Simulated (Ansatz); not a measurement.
# AlO₂ (quartet): wB97M-V, B2PLYP, PBE-QIDH, RPA-PBE over vertical spin and charge gaps and displaced geometries, cc-pVDZ, part 2 of 2

Ansatz 0.2.0, Gaussian basis; cc-pVDZ, all electrons in the functionals, frozen cores in the correlation of double hybrids and RPA. The steps go on from the part before.

### 13 B2PLYP, charge 1, quintet

in.yaml reads:

```yaml
crystal:
  periodic: [false, false, false]
  atoms:
    - {symbol: O, position_ang: [0.000000, 0.000000, 1.781800]}
    - {symbol: Al, position_ang: [0.000000, 0.000000, 0.000000]}
    - {symbol: O, position_ang: [0.000000, 0.000000, -1.781800]}
basis:
  gaussian: {orbitals: cc-pVDZ}
total_charge: 1
magnetization: {spin_polarized: true, initial_magnetization: 4}
hamiltonian: {xc: {name: B2PLYP}}
correlation: {electrons: outside_noble_gas}
```

Run with:

```
$ ansatz run in.yaml --threads 1 --pin off --events-out ev --progress --plain --max-ram 2393MiB
```

Standard output, shortened:

```text
Functional definition: B2PLYP
  name "B2PLYP"
  cite "Grimme, J. Chem. Phys. 124, 034108 (2006) doi:10.1063/1.2148954"
  cite "Becke, Phys. Rev. A 38, 3098 (1988) doi:10.1103/PhysRevA.38.3098"
  cite "Lee, Yang & Parr, Phys. Rev. B 37, 785 (1988) doi:10.1103/PhysRevB.37.785"
[...]
436 factors; integrals over basis functions are off by at most 5.8e-4 eV
[...]
mean field -10665.57367951 eV, -391.9526033364 hartree, gradient 3.3e-6 eV, S^2 6.016622; 8 other end points of the search recorded, 0 dependent functions left out
7 core orbitals not correlated: weight in the atoms' cores, before any rotation towards them, 1.000 or more for the frozen orbitals, at most 0.000 for the correlated occupied ones
reference -10665.57380272 eV, -391.9526078642 hartree; 9, 5 occupied and 30, 34 virtual orbitals, 436 factors
second order -9.47785857 eV of doubles, -0.00000000 eV of singles
Total energy: -10668.13282453 eV, -392.0466501813 hartree
```

Run time: 6 s. Hardware: 1 thread of Arm Neoverse V1, shared host.

From the report: ⟨S²⟩ of the determinant 6.017 (pure quintet: 6.00).

From charge 0, quartet: +273.3 kcal/mol.

### 14 B2PLYP, displaced geometry v1

in.yaml reads:

```yaml
crystal:
  periodic: [false, false, false]
  atoms:
    - {symbol: O, position_ang: [-0.015433, -0.009008, 1.803440]}
    - {symbol: Al, position_ang: [-0.016266, -0.025151, 0.010487]}
    - {symbol: O, position_ang: [0.031698, 0.034159, -1.813927]}
basis:
  gaussian: {orbitals: cc-pVDZ}
magnetization: {spin_polarized: true, initial_magnetization: 3}
hamiltonian: {xc: {name: B2PLYP}}
correlation: {electrons: outside_noble_gas}
```

The command is unchanged.

Standard output, shortened:

```text
Functional definition: B2PLYP
  name "B2PLYP"
  cite "Grimme, J. Chem. Phys. 124, 034108 (2006) doi:10.1063/1.2148954"
  cite "Becke, Phys. Rev. A 38, 3098 (1988) doi:10.1103/PhysRevA.38.3098"
  cite "Lee, Yang & Parr, Phys. Rev. B 37, 785 (1988) doi:10.1103/PhysRevB.37.785"
[...]
436 factors; integrals over basis functions are off by at most 6.1e-4 eV
[...]
mean field -10677.04588537 eV, -392.3741991257 hartree, gradient 5.4e-10 eV, S^2 3.760429; 9 other end points of the search recorded, 0 dependent functions left out
7 core orbitals not correlated: weight in the atoms' cores, before any rotation towards them, 1.000 or more for the frozen orbitals, at most 0.000 for the correlated occupied ones
reference -10677.04601019 eV, -392.3742037129 hartree; 9, 6 occupied and 30, 33 virtual orbitals, 436 factors
second order -11.02583894 eV of doubles, -0.00000000 eV of singles
Total energy: -10680.02298671 eV, -392.4836055819 hartree
```

It took 43 s on 1 thread of Arm Neoverse V1, shared host.

From the report: ⟨S²⟩ of the determinant 3.760 (pure quartet: 3.75).

From charge 0, quartet: -0.9 kcal/mol.

### 15 B2PLYP, displaced geometry v2

in.yaml reads:

```yaml
crystal:
  periodic: [false, false, false]
  atoms:
    - {symbol: O, position_ang: [0.084376, 0.005225, 1.776798]}
    - {symbol: Al, position_ang: [-0.080498, 0.013599, 0.006591]}
    - {symbol: O, position_ang: [-0.003878, -0.018825, -1.783389]}
basis:
  gaussian: {orbitals: cc-pVDZ}
magnetization: {spin_polarized: true, initial_magnetization: 3}
hamiltonian: {xc: {name: B2PLYP}}
correlation: {electrons: outside_noble_gas}
```

Same command.

Standard output, shortened:

```text
Functional definition: B2PLYP
  name "B2PLYP"
  cite "Grimme, J. Chem. Phys. 124, 034108 (2006) doi:10.1063/1.2148954"
  cite "Becke, Phys. Rev. A 38, 3098 (1988) doi:10.1103/PhysRevA.38.3098"
  cite "Lee, Yang & Parr, Phys. Rev. B 37, 785 (1988) doi:10.1103/PhysRevB.37.785"
[...]
436 factors; integrals over basis functions are off by at most 5.7e-4 eV
[...]
mean field -10677.06897388 eV, -392.3750476127 hartree, gradient 7.8e-10 eV, S^2 3.760055; 10 other end points of the search recorded, 0 dependent functions left out
7 core orbitals not correlated: weight in the atoms' cores, before any rotation towards them, 1.000 or more for the frozen orbitals, at most 0.000 for the correlated occupied ones
reference -10677.06909745 eV, -392.3750521538 hartree; 9, 6 occupied and 30, 33 virtual orbitals, 436 factors
second order -10.96377778 eV of doubles, -0.00000000 eV of singles
Total energy: -10680.02931745 eV, -392.4838382323 hartree
```

Wall time 24 s (1 thread of Arm Neoverse V1, shared host).

From the report: ⟨S²⟩ of the determinant 3.760 (pure quartet: 3.75).

From charge 0, quartet: -1.1 kcal/mol.

### 16 PBE-QIDH, charge 0, quartet

in.yaml reads:

```yaml
crystal:
  periodic: [false, false, false]
  atoms:
    - {symbol: O, position_ang: [0.000000, 0.000000, 1.781800]}
    - {symbol: Al, position_ang: [0.000000, 0.000000, 0.000000]}
    - {symbol: O, position_ang: [0.000000, 0.000000, -1.781800]}
basis:
  gaussian: {orbitals: cc-pVDZ}
magnetization: {spin_polarized: true, initial_magnetization: 3}
hamiltonian: {xc: {name: PBE-QIDH}}
correlation: {electrons: outside_noble_gas}
```

The command is unchanged.

Standard output, shortened:

```text
Functional definition: PBE-QIDH
  name "PBE-QIDH"
  cite "Brémond, Sancho-García, Pérez-Jiménez & Adamo, J. Chem. Phys. 141, 031101 (2014) doi:10.1063/1.4890314"
  cite "Perdew, Burke & Ernzerhof, Phys. Rev. Lett. 77, 3865 (1996) doi:10.1103/PhysRevLett.77.3865"
[...]
436 factors; integrals over basis functions are off by at most 5.8e-4 eV
[...]
mean field -10671.53522199 eV, -392.1716859816 hartree, gradient 1.6e-6 eV, S^2 3.760559; 8 other end points of the search recorded, 0 dependent functions left out
7 core orbitals not correlated: weight in the atoms' cores, before any rotation towards them, 1.000 or more for the frozen orbitals, at most 0.000 for the correlated occupied ones
reference -10671.53523315 eV, -392.1716863920 hartree; 9, 6 occupied and 30, 33 virtual orbitals, 436 factors
second order -10.10367043 eV of doubles, -0.00000000 eV of singles
Total energy: -10674.90312330 eV, -392.2954540719 hartree
```

Run time: 6.5 s. Hardware: 1 thread of Arm Neoverse V1, shared host.

From the report: ⟨S²⟩ of the determinant 3.761 (pure quartet: 3.75).

### 17 PBE-QIDH, displaced geometry v1

in.yaml reads:

```yaml
crystal:
  periodic: [false, false, false]
  atoms:
    - {symbol: O, position_ang: [-0.015433, -0.009008, 1.803440]}
    - {symbol: Al, position_ang: [-0.016266, -0.025151, 0.010487]}
    - {symbol: O, position_ang: [0.031698, 0.034159, -1.813927]}
basis:
  gaussian: {orbitals: cc-pVDZ}
magnetization: {spin_polarized: true, initial_magnetization: 3}
hamiltonian: {xc: {name: PBE-QIDH}}
correlation: {electrons: outside_noble_gas}
```

Launched as before.

Standard output, shortened:

```text
Functional definition: PBE-QIDH
  name "PBE-QIDH"
  cite "Brémond, Sancho-García, Pérez-Jiménez & Adamo, J. Chem. Phys. 141, 031101 (2014) doi:10.1063/1.4890314"
  cite "Perdew, Burke & Ernzerhof, Phys. Rev. Lett. 77, 3865 (1996) doi:10.1103/PhysRevLett.77.3865"
[...]
436 factors; integrals over basis functions are off by at most 6.1e-4 eV
[...]
mean field -10671.55904468 eV, -392.1725614495 hartree, gradient 6.7e-12 eV, S^2 3.761992; 12 other end points of the search recorded, 0 dependent functions left out
7 core orbitals not correlated: weight in the atoms' cores, before any rotation towards them, 1.000 or more for the frozen orbitals, at most 0.000 for the correlated occupied ones
reference -10671.55905582 eV, -392.1725618587 hartree; 9, 6 occupied and 30, 33 virtual orbitals, 436 factors
second order -10.12594746 eV of doubles, -0.00000000 eV of singles
Total energy: -10674.93437164 eV, -392.2966024273 hartree
```

Run time: 62 s. Hardware: 1 thread of Arm Neoverse V1, shared host.

From the report: ⟨S²⟩ of the determinant 3.762 (pure quartet: 3.75).

From charge 0, quartet: -0.7 kcal/mol.

### 18 RPA-PBE, charge 0, quartet

in.yaml reads:

```yaml
crystal:
  periodic: [false, false, false]
  atoms:
    - {symbol: O, position_ang: [0.000000, 0.000000, 1.781800]}
    - {symbol: Al, position_ang: [0.000000, 0.000000, 0.000000]}
    - {symbol: O, position_ang: [0.000000, 0.000000, -1.781800]}
basis:
  gaussian: {orbitals: cc-pVDZ}
magnetization: {spin_polarized: true, initial_magnetization: 3}
hamiltonian: {xc: {name: PBE}}
correlation: {method: rpa, electrons: outside_noble_gas}
```

The command is unchanged.

Standard output, shortened:

```text
Functional definition: PBE
  name "PBE"
  cite "Perdew, Burke & Ernzerhof, Phys. Rev. Lett. 77, 3865 (1996) doi:10.1103/PhysRevLett.77.3865"
  parent pbe
[...]
436 factors; integrals over basis functions are off by at most 5.8e-4 eV
[...]
mean field -10678.60109371 eV, -392.4313519781 hartree, gradient 3.4e-6 eV, S^2 3.754635; 20 other end points of the search recorded, 0 dependent functions left out
7 core orbitals not correlated: weight in the atoms' cores, before any rotation towards them, 1.000 or more for the frozen orbitals, at most 0.000 for the correlated occupied ones
reference -10652.84964029 eV, -391.4850035200 hartree; 9, 6 occupied and 30, 33 virtual orbitals, 436 factors
Total energy: -10669.27494455 eV, -392.0886223177 hartree
```

Wall time 13 s (1 thread of Arm Neoverse V1, shared host).

From the report: ⟨S²⟩ of the determinant 3.755 (pure quartet: 3.75).

### 19 RPA-PBE, charge 0, doublet

in.yaml: that of step 18 with these lines changed.

```diff
@@ -8,3 +8,3 @@
   gaussian: {orbitals: cc-pVDZ}
-magnetization: {spin_polarized: true, initial_magnetization: 3}
+magnetization: {spin_polarized: true, initial_magnetization: 1}
 hamiltonian: {xc: {name: PBE}}
```

Same command.

Standard output, shortened:

```text
Functional definition: PBE
  name "PBE"
  cite "Perdew, Burke & Ernzerhof, Phys. Rev. Lett. 77, 3865 (1996) doi:10.1103/PhysRevLett.77.3865"
  parent pbe
[...]
436 factors; integrals over basis functions are off by at most 5.8e-4 eV
[...]
mean field -10681.36354624 eV, -392.5328702360 hartree, gradient 8.0e-7 eV, S^2 0.770517; 7 other end points of the search recorded, 0 dependent functions left out
7 core orbitals not correlated: weight in the atoms' cores, before any rotation towards them, 1.000 or more for the frozen orbitals, at most 0.000 for the correlated occupied ones
reference -10652.67986598 eV, -391.4787644289 hartree; 8, 7 occupied and 31, 32 virtual orbitals, 436 factors
Total energy: -10671.94445992 eV, -392.1867251984 hartree
```

It took 4.8 s on 1 thread of Arm Neoverse V1, shared host.

From the report: ⟨S²⟩ of the determinant 0.771 (pure doublet: 0.75).

From charge 0, quartet: -61.6 kcal/mol.

### 20 RPA-PBE, charge 0, sextet

in.yaml: that of step 19 with these lines changed.

```diff
@@ -8,3 +8,3 @@
   gaussian: {orbitals: cc-pVDZ}
-magnetization: {spin_polarized: true, initial_magnetization: 1}
+magnetization: {spin_polarized: true, initial_magnetization: 5}
 hamiltonian: {xc: {name: PBE}}
```

Launched as before.

Standard output, shortened:

```text
Functional definition: PBE
  name "PBE"
  cite "Perdew, Burke & Ernzerhof, Phys. Rev. Lett. 77, 3865 (1996) doi:10.1103/PhysRevLett.77.3865"
  parent pbe
[...]
436 factors; integrals over basis functions are off by at most 5.8e-4 eV
[...]
mean field -10673.37083461 eV, -392.2391435012 hartree, gradient 3.6e-7 eV, S^2 8.757082; 17 other end points of the search recorded, 0 dependent functions left out
7 core orbitals not correlated: weight in the atoms' cores, before any rotation towards them, 1.000 or more for the frozen orbitals, at most 0.000 for the correlated occupied ones
reference -10648.34570480 eV, -391.3194869434 hartree; 10, 5 occupied and 29, 34 virtual orbitals, 436 factors
Total energy: -10664.82766225 eV, -391.9251877077 hartree
```

Wall time 14 s (1 thread of Arm Neoverse V1, shared host).

From the report: ⟨S²⟩ of the determinant 8.757 (pure sextet: 8.75).

From charge 0, quartet: +102.6 kcal/mol.

### 21 RPA-PBE, charge 1, triplet

in.yaml: that of step 20 with these lines changed.

```diff
@@ -8,3 +8,4 @@
   gaussian: {orbitals: cc-pVDZ}
-magnetization: {spin_polarized: true, initial_magnetization: 5}
+total_charge: 1
+magnetization: {spin_polarized: true, initial_magnetization: 2}
 hamiltonian: {xc: {name: PBE}}
```

Same command.

Standard output, shortened:

```text
Functional definition: PBE
  name "PBE"
  cite "Perdew, Burke & Ernzerhof, Phys. Rev. Lett. 77, 3865 (1996) doi:10.1103/PhysRevLett.77.3865"
  parent pbe
[...]
436 factors; integrals over basis functions are off by at most 5.8e-4 eV
[...]
mean field -10670.86250062 eV, -392.1469639276 hartree, gradient 2.3e-6 eV, S^2 2.016010; 19 other end points of the search recorded, 0 dependent functions left out
7 core orbitals not correlated: weight in the atoms' cores, before any rotation towards them, 1.000 or more for the frozen orbitals, at most 0.000 for the correlated occupied ones
reference -10645.35040159 eV, -391.2094115807 hartree; 8, 6 occupied and 31, 33 virtual orbitals, 436 factors
Total energy: -10661.64161916 eV, -391.8081027839 hartree
```

Run time: 12 s. Hardware: 1 thread of Arm Neoverse V1, shared host.

From the report: ⟨S²⟩ of the determinant 2.016 (pure triplet: 2.00).

From charge 0, quartet: +176.0 kcal/mol.

### 22 RPA-PBE, charge 1, quintet

in.yaml: that of step 21 with these lines changed.

```diff
@@ -9,3 +9,3 @@
 total_charge: 1
-magnetization: {spin_polarized: true, initial_magnetization: 2}
+magnetization: {spin_polarized: true, initial_magnetization: 4}
 hamiltonian: {xc: {name: PBE}}
```

Launched as before.

Standard output, shortened:

```text
Functional definition: PBE
  name "PBE"
  cite "Perdew, Burke & Ernzerhof, Phys. Rev. Lett. 77, 3865 (1996) doi:10.1103/PhysRevLett.77.3865"
  parent pbe
[...]
436 factors; integrals over basis functions are off by at most 5.8e-4 eV
[...]
mean field -10667.44764078 eV, -392.0214701431 hartree, gradient 2.0e-7 eV, S^2 6.008050; 15 other end points of the search recorded, 0 dependent functions left out
7 core orbitals not correlated: weight in the atoms' cores, before any rotation towards them, 1.000 or more for the frozen orbitals, at most 0.000 for the correlated occupied ones
reference -10642.38130112 eV, -391.1002991509 hartree; 9, 5 occupied and 30, 34 virtual orbitals, 436 factors
Total energy: -10658.88820989 eV, -391.7069168596 hartree
```

Run time: 8 s. Hardware: 1 thread of Arm Neoverse V1, shared host.

From the report: ⟨S²⟩ of the determinant 6.008 (pure quintet: 6.00).

From charge 0, quartet: +239.5 kcal/mol.

### 23 RPA-PBE, displaced geometry v1

in.yaml reads:

```yaml
crystal:
  periodic: [false, false, false]
  atoms:
    - {symbol: O, position_ang: [-0.015433, -0.009008, 1.803440]}
    - {symbol: Al, position_ang: [-0.016266, -0.025151, 0.010487]}
    - {symbol: O, position_ang: [0.031698, 0.034159, -1.813927]}
basis:
  gaussian: {orbitals: cc-pVDZ}
magnetization: {spin_polarized: true, initial_magnetization: 3}
hamiltonian: {xc: {name: PBE}}
correlation: {method: rpa, electrons: outside_noble_gas}
```

The command is unchanged.

Standard output, shortened:

```text
Functional definition: PBE
  name "PBE"
  cite "Perdew, Burke & Ernzerhof, Phys. Rev. Lett. 77, 3865 (1996) doi:10.1103/PhysRevLett.77.3865"
  parent pbe
[...]
436 factors; integrals over basis functions are off by at most 6.1e-4 eV
[...]
mean field -10678.65270436 eV, -392.4332486345 hartree, gradient 4.6e-10 eV, S^2 3.755038; 10 other end points of the search recorded, 0 dependent functions left out
7 core orbitals not correlated: weight in the atoms' cores, before any rotation towards them, 1.000 or more for the frozen orbitals, at most 0.000 for the correlated occupied ones
reference -10652.90074895 eV, -391.4868817283 hartree; 9, 6 occupied and 30, 33 virtual orbitals, 436 factors
Total energy: -10669.33459480 eV, -392.0908144241 hartree
```

Wall time 66 s (1 thread of Arm Neoverse V1, shared host).

From the report: ⟨S²⟩ of the determinant 3.755 (pure quartet: 3.75).

From charge 0, quartet: -1.4 kcal/mol.

### 24 RPA-PBE, displaced geometry v2

in.yaml reads:

```yaml
crystal:
  periodic: [false, false, false]
  atoms:
    - {symbol: O, position_ang: [0.084376, 0.005225, 1.776798]}
    - {symbol: Al, position_ang: [-0.080498, 0.013599, 0.006591]}
    - {symbol: O, position_ang: [-0.003878, -0.018825, -1.783389]}
basis:
  gaussian: {orbitals: cc-pVDZ}
magnetization: {spin_polarized: true, initial_magnetization: 3}
hamiltonian: {xc: {name: PBE}}
correlation: {method: rpa, electrons: outside_noble_gas}
```

Same command.

Standard output, shortened:

```text
Functional definition: PBE
  name "PBE"
  cite "Perdew, Burke & Ernzerhof, Phys. Rev. Lett. 77, 3865 (1996) doi:10.1103/PhysRevLett.77.3865"
  parent pbe
[...]
436 factors; integrals over basis functions are off by at most 5.7e-4 eV
[...]
mean field -10678.64050716 eV, -392.4328003955 hartree, gradient 2.1e-10 eV, S^2 3.755175; 18 other end points of the search recorded, 0 dependent functions left out
7 core orbitals not correlated: weight in the atoms' cores, before any rotation towards them, 1.000 or more for the frozen orbitals, at most 0.000 for the correlated occupied ones
reference -10652.88746749 eV, -391.4863936439 hartree; 9, 6 occupied and 30, 33 virtual orbitals, 436 factors
Total energy: -10669.31730295 eV, -392.0901789603 hartree
```

Wall time 66 s (1 thread of Arm Neoverse V1, shared host).

From the report: ⟨S²⟩ of the determinant 3.755 (pure quartet: 3.75).

From charge 0, quartet: -1.0 kcal/mol.

### 25 Against the wave-function levels

The yardstick is UCCSDT(Q), where the cluster series has nearly closed. It comes from earlier runs at the same points. Energies in kcal/mol, counted from charge 0, quartet; blanks weren't run or aren't comparable.

```csv
level,quartet to doublet,quartet to sextet,ionisation to the triplet cation,ionisation to the quintet cation,displacement v1,displacement v2
UCCSDT(Q),,,169.8,,-1.2,-1.2
wB97M-V,-42.5,146.0,177.9,273.9,-0.8,-0.8
B2PLYP,-52.0,139.5,174.7,273.3,-0.9,-1.1
PBE-QIDH,,,,,-0.7,
RPA-PBE,-61.6,102.6,176.0,239.5,-1.4,-1.0
```

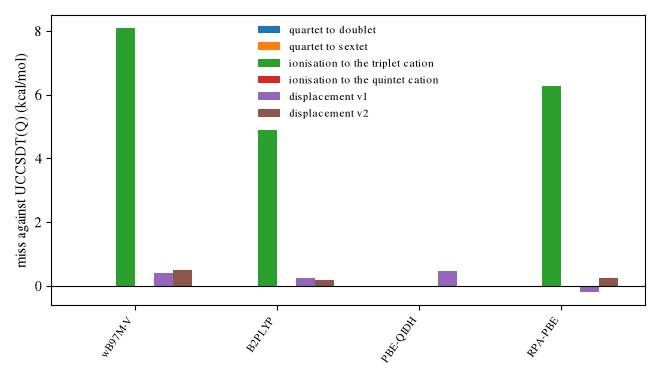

Misses of the gaps against UCCSDT(Q).

Largest miss and mean time a point (UCCSDT(Q) took 1.7 min a point; shared hosts):

```csv
level,largest miss (kcal/mol),where,time a point
wB97M-V,+8.1,ionisation to the triplet cation,48 s
B2PLYP,+4.9,ionisation to the triplet cation,15 s
PBE-QIDH,+0.4,displacement v1,34 s
RPA-PBE,+6.3,ionisation to the triplet cation,26 s
```

### 26 Outcome

What follows sums up all 2 parts.

| quantity | value |
| --- | --- |
| ionisation to the triplet cation, UCCSDT(Q) | 169.8 kcal/mol |
| displacement v1, UCCSDT(Q) | -1.2 kcal/mol |
| displacement v2, UCCSDT(Q) | -1.2 kcal/mol |
| largest miss, wB97M-V | +8.1 kcal/mol (ionisation to the triplet cation) |
| largest miss, B2PLYP | +4.9 kcal/mol (ionisation to the triplet cation) |
| largest miss, PBE-QIDH | +0.4 kcal/mol (displacement v1) |
| largest miss, RPA-PBE | +6.3 kcal/mol (ionisation to the triplet cation) |

In words: Misses are known at 3 of 6 points at best, and only functionals with that many are ranked. Of the functionals, B2PLYP keep the smallest largest miss at the points compared (at most 4.9 kcal/mol) and wB97M-V strays most (8.1 kcal/mol, at ionisation to the triplet cation). Functionals and the yardstick converge differently with the basis, so part of each miss in cc-pVDZ is the basis.
